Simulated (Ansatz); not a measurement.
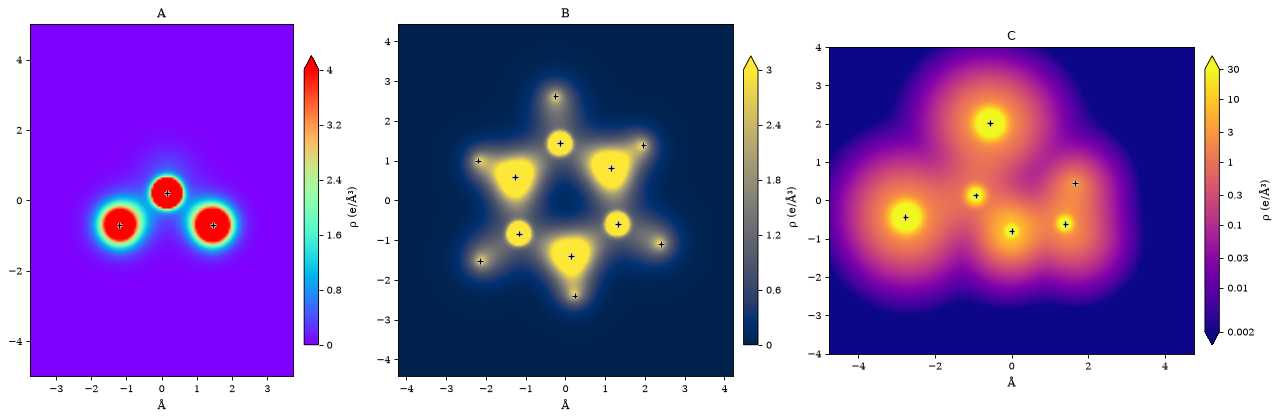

The electron density of 3 systems, each on a plane through atoms (crosses mark nuclei in the plane).

These are results of RKS PBE0-D4/def2-TZVPP (Ansatz 0.2.0), not measurements.

System 1: CH$_{3}$BBr$_{2}$O (SMILES COB(Br)Br), the plane of atoms C1, O2 and B3. Geometry: PBE0-D4/def2-TZVP.

```tsv
atom	x (Å)	y (Å)	z (Å)
C	-0.9449	-0.5325	-0.4616
O	0.1843	-0.5476	0.3952
B	1.0694	0.4237	0.5712
Br	2.5003	0.1164	1.8068
Br	0.9877	2.1160	-0.3480
H	-0.8662	-1.3849	-1.1367
H	-1.8391	-0.6415	0.1527
H	-0.9995	0.3932	-1.0354
```

System 2: FH$_{5}$O$_{2}$Si$_{2}$, the plane of atoms O4, Si3 and F5. Geometry: PBE0-D4/def2-TZVP.

```yaml
atoms:
  - { symbol: O, position_ang: [-1.5184, 0.5141, -0.7382] }
  - { symbol: Si, position_ang: [-0.9308, -0.2099, 0.6391] }
  - { symbol: Si, position_ang: [1.3701, -0.1753, 0.1550] }
  - { symbol: O, position_ang: [1.4762, 0.0438, -1.4618] }
  - { symbol: F, position_ang: [2.0476, 1.0433, 0.9432] }
  - { symbol: H, position_ang: [-2.4612, 0.6689, -0.8111] }
  - { symbol: H, position_ang: [-1.4725, -1.5914, 0.7929] }
  - { symbol: H, position_ang: [-1.3158, 0.5542, 1.8590] }
  - { symbol: H, position_ang: [2.1672, -1.3748, 0.4954] }
  - { symbol: H, position_ang: [0.7207, 0.4760, -1.8707] }
```

System 3: B$_{3}$H$_{6}$N$_{3}$ (SMILES B1NBNBN1), the molecular plane. Geometry: PBE0-D4/def2-TZVP.

```csv
atom,x (Å),y (Å),z (Å)
B,-0.7256,-1.2232,0.2536
N,0.5242,-0.9566,0.8833
B,1.2651,0.2386,0.6555
N,0.7050,1.1885,-0.2464
B,-0.5395,0.9846,-0.9092
N,-1.2292,-0.2318,-0.6368
H,-1.3269,-2.2370,0.4638
H,0.8998,-1.6422,1.5164
H,2.3136,0.4363,1.1987
H,1.2102,2.0402,-0.4231
H,-0.9866,1.8006,-1.6626
H,-2.1101,-0.3980,-1.0933
```

Match each panel to its system.

Panel A is system 2, FH$_{5}$O$_{2}$Si$_{2}$: the plane holds Si, O and F. Si–F (1.60 Å): ρ is about 1.2 e/Å³ halfway. Panel B is system 3, B$_{3}$H$_{6}$N$_{3}$: the plane holds B, N and H. B–N (1.42 Å): ρ is about 1.9 e/Å³ halfway. Panel C is system 1, CH$_{3}$BBr$_{2}$O: the plane holds C, O, B, Br and H. B–O (1.33 Å): ρ is about 2.3 e/Å³ halfway.
